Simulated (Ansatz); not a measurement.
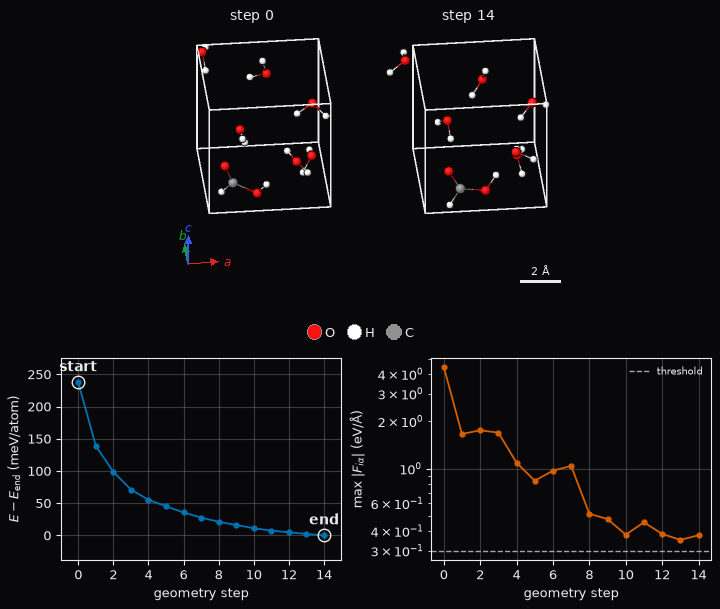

First and last geometry of a relaxation of an amorphous cell of composition H₁₄CO₈, with the history of the run. The picture is a ball-and-stick view of the cell of the calculation, seen from a free direction.

The cell holds 6 H2O + 1 HCOOH. The run prepares the start of a later molecular dynamics calculation, from a guessed geometry.

Theory: DFT PBE-D3(BJ), scalar-relativistic, plane waves, PAW (Ansatz 0.2.0). Set-up: plane-wave cutoff 420 eV; k-point mesh 1 × 1 × 1; occupations fermi dirac; smearing width 0.02 eV; no spin polarisation; atoms relaxed in a fixed cell; force threshold 0.3 eV/Å; at most 15 steps.

Q: What do the curves and the structures tell?

A: The relaxation stopped without meeting its thresholds, so the last structure isn't shown to be converged. It used up its limit of 15 steps. After 14 geometry steps the energy has fallen by 238 meV per atom. The largest force component goes from 4.4 to 0.38 eV/Å. An H atom moves most: 1.62 Å along −a. Largest moves by element: H 1.62 Å, C 1.08 Å, O 0.94 Å. The lattice vectors keep their values. Among the contacts that change: H–O 0.980 → 1.034 Å, C–O 1.350 → 1.304 Å, H–O 0.969 → 1.007 Å, C–O 1.212 → 1.240 Å. Bond angles that change, for instance: C–O–H 106.0° → 113.9°, O–C–H 125.5° → 122.4°, H–O–H 104.0° → 101.2°.

Limits of the set-up: the periodic images lie only 6.2 Å apart, so the values are limited by the cell's size.
